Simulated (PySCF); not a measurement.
CH4BrNSi: geometry relaxation

- system: CH4BrNSi
- method: PBE0-D3(BJ)/def2-SVP geometry optimisation, gas phase (PySCF 2.14.0)

It belongs to a series of runs on one base structure; here: H on Si replaced by Br.

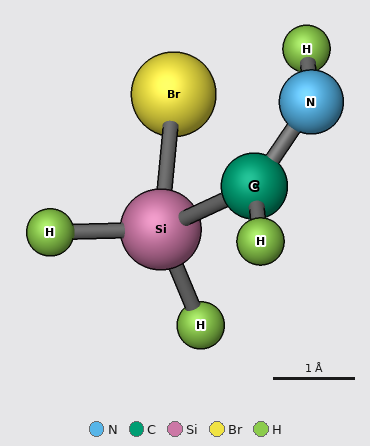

Fig. 1: The starting structure (ball-and-stick view, seen at a tilt).

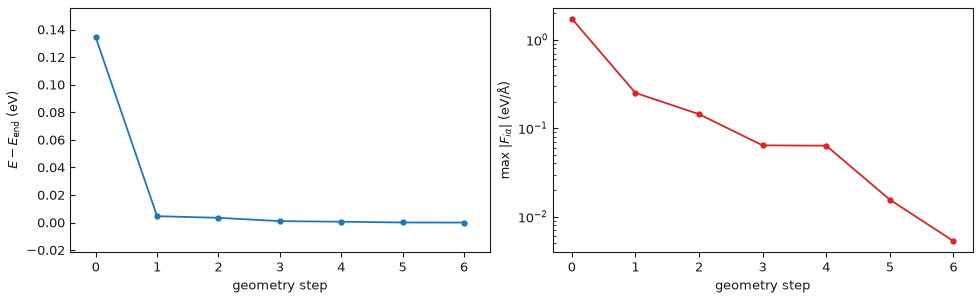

Fig. 2: Progress of the relaxation, step by step (steps are counted from 0).

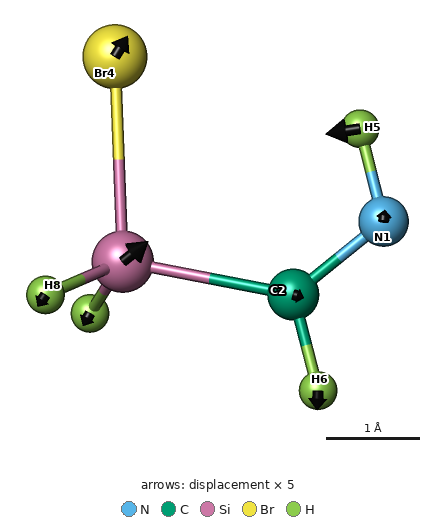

Fig. 3: The starting structure with the displacements as black arrows, magnified 5 times (ball-and-stick view, seen at a tilt). The two geometries are laid on each other by the best rigid fit. H5 moves most after the best rigid fit: 0.077 Å. Largest moves by element: H 0.077 Å, Si 0.073 Å, Br 0.054 Å, N 0.027 Å, C 0.025 Å. Among the contacts that change: Si3–H7 1.433 → 1.490 Å, Si3–H8 1.438 → 1.490 Å, C2–H6 1.081 → 1.108 Å, C2–Si3 1.923 → 1.900 Å. Among the angles that change: H7–Si3–H8 116.5° → 109.7°, N1–C2–H6 113.2° → 116.8°, N1–C2–Si3 130.5° → 127.0°. The energy falls by 0.134 eV in 6 geometry steps. Largest force component: 1.7 eV/Å at the start, 0.0053 eV/Å at the end. (Atoms are counted from 1 in the order of the input.)

The input and output of the run follow.

### Input
```
{"job": {"xc": "PBE0", "basis": "def2-SVP", "d3": "d3bj", "grid": 1, "shake": 0.01, "kind": "geom"}, "charge": 0, "multiplicity": 1}
N      1.870860     0.060930     0.012010
C      0.807610    -0.623700    -0.007710
Si    -1.034000    -0.071680    -0.017170
Br    -0.923610     2.150750     0.002430
H      1.699850     1.091300     0.008420
H      0.987750    -1.689050    -0.020000
H     -1.676380    -0.464930    -1.235910
H     -1.676940    -0.472750     1.205450
```

The first line tells a small driver script what to run in PySCF; the rest is the geometry in Å.

Launch command:
```bash
OMP_NUM_THREADS=1 python <driver script> task.json out
```

### What the program printed
```
step   0  E = -2957.92094915  max force = 0.033793
step   1  E = -2957.92572222  max force = 0.004892
step   2  E = -2957.92576493  max force = 0.002807
step   3  E = -2957.92585348  max force = 0.001247
step   4  E = -2957.92586887  max force = 0.001237
step   5  E = -2957.92588964  max force = 0.000302
step   6  E = -2957.92589150  max force = 0.000104
optimisation converged
```

### Trajectory as extended XYZ (Å, eV, eV/Å), 7 frames, from step=0 to step=6
```
8
Properties=species:S:1:pos:R:3:forces:R:3 step=0 energy=-80489.12876
N     1.8709    0.0609    0.0120    0.1941   0.9099  -0.0437
C     0.8076   -0.6237   -0.0077   -0.3515   0.5006  -0.0255
Si   -1.0340   -0.0717   -0.0172    1.7377   0.9444   0.1437
Br   -0.9236    2.1507    0.0024   -0.0540   0.1995  -0.0123
H     1.6999    1.0913    0.0084   -0.1850  -0.5709   0.0424
H     0.9878   -1.6890   -0.0200   -0.0835  -1.0529   0.0170
H    -1.6764   -0.4649   -1.2359   -0.6523  -0.4727  -0.8481
H    -1.6769   -0.4728    1.2054   -0.6054  -0.4579   0.7265
8
Properties=species:S:1:pos:R:3:forces:R:3 step=1 energy=-80489.25865
N     1.7881    0.8169    0.4729   -0.0902  -0.0030   0.0337
C     0.7253    0.1208    0.4536    0.1104   0.1088   0.0351
Si   -1.0561    0.7836    0.4778   -0.0680  -0.2515  -0.0589
Br   -0.9543    3.0071    0.4928    0.0464  -0.0184   0.0073
H     1.5519    1.8204    0.5124    0.0572  -0.0233  -0.0369
H     0.8533   -0.9819    0.4218   -0.0661   0.0726  -0.0190
H    -1.7937    0.3242   -0.7359    0.0087   0.0675   0.0147
H    -1.7822    0.3098    1.6899    0.0017   0.0473   0.0240
8
Properties=species:S:1:pos:R:3:forces:R:3 step=2 energy=-80489.25981
N     1.7996    0.8095    0.4803   -0.1247   0.0470  -0.0621
C     0.7219    0.1377    0.4610    0.1444  -0.0767  -0.0146
Si   -1.0675    0.7715    0.4765    0.0060  -0.0026  -0.0244
Br   -0.9599    2.9936    0.5025    0.0143   0.0538   0.0027
H     1.5981    1.8203    0.4917   -0.0327   0.0015   0.0542
H     0.8382   -0.9639    0.4271   -0.0422  -0.0341   0.0393
H    -1.8014    0.3283   -0.7431    0.0128   0.0104   0.0026
H    -1.7968    0.3038    1.6893    0.0223   0.0006   0.0021
8
Properties=species:S:1:pos:R:3:forces:R:3 step=3 energy=-80489.26222
N     1.7909    0.8161    0.4803   -0.0328   0.0118  -0.0553
C     0.7230    0.1301    0.4605    0.0641  -0.0196  -0.0140
Si   -1.0632    0.7709    0.4760   -0.0269  -0.0359  -0.0199
Br   -0.9430    2.9931    0.5020    0.0095   0.0396   0.0026
H     1.5743    1.8238    0.4930   -0.0166  -0.0047   0.0480
H     0.8428   -0.9713    0.4272   -0.0115  -0.0125   0.0362
H    -1.7994    0.3315   -0.7433    0.0028   0.0148  -0.0004
H    -1.7931    0.3067    1.6897    0.0114   0.0065   0.0027
8
Properties=species:S:1:pos:R:3:forces:R:3 step=4 energy=-80489.26264
N     1.7866    0.8179    0.4718    0.0131   0.0036   0.0636
C     0.7241    0.1249    0.4542   -0.0113  -0.0162   0.0143
Si   -1.0622    0.7694    0.4732   -0.0098  -0.0109   0.0121
Br   -0.9283    2.9932    0.4957    0.0014   0.0104   0.0039
H     1.5605    1.8226    0.5132    0.0015   0.0064  -0.0580
H     0.8458   -0.9765    0.4278    0.0026  -0.0029  -0.0339
H    -1.8065    0.3357   -0.7428    0.0051   0.0071  -0.0023
H    -1.7877    0.3136    1.6924   -0.0026   0.0026   0.0002
8
Properties=species:S:1:pos:R:3:forces:R:3 step=5 energy=-80489.26320
N     1.7855    0.8171    0.4766    0.0112  -0.0074  -0.0054
C     0.7239    0.1224    0.4580   -0.0156   0.0035  -0.0015
Si   -1.0620    0.7696    0.4738   -0.0043  -0.0066   0.0013
Br   -0.9234    2.9938    0.5026    0.0004   0.0006   0.0019
H     1.5575    1.8221    0.4995    0.0041   0.0014   0.0030
H     0.8459   -0.9790    0.4302    0.0052   0.0016   0.0046
H    -1.8036    0.3416   -0.7456   -0.0006   0.0060  -0.0024
H    -1.7915    0.3132    1.6903   -0.0004   0.0010  -0.0014
8
Properties=species:S:1:pos:R:3:forces:R:3 step=6 energy=-80489.26325
N     1.7864    0.8141    0.4761    0.0009  -0.0021  -0.0053
C     0.7229    0.1221    0.4581   -0.0025   0.0003  -0.0009
Si   -1.0626    0.7707    0.4737    0.0000   0.0007   0.0004
Br   -0.9228    2.9948    0.5049    0.0015   0.0007   0.0019
H     1.5618    1.8199    0.4984   -0.0001  -0.0024   0.0029
H     0.8435   -0.9794    0.4313    0.0003  -0.0008   0.0038
H    -1.8040    0.3449   -0.7467    0.0001   0.0043  -0.0017
H    -1.7930    0.3138    1.6895   -0.0003  -0.0007  -0.0011
```

### Key numbers

| quantity | value |
| --- | --- |
| outcome | converged |
| total energy | −2957.925891 hartree |
| dipole moment | 1.86 D |
| point group | Cs |
| hardware | 1 CPU thread, shared host |
| wall time | 44 s |
| peak memory | 0.41 GiB |
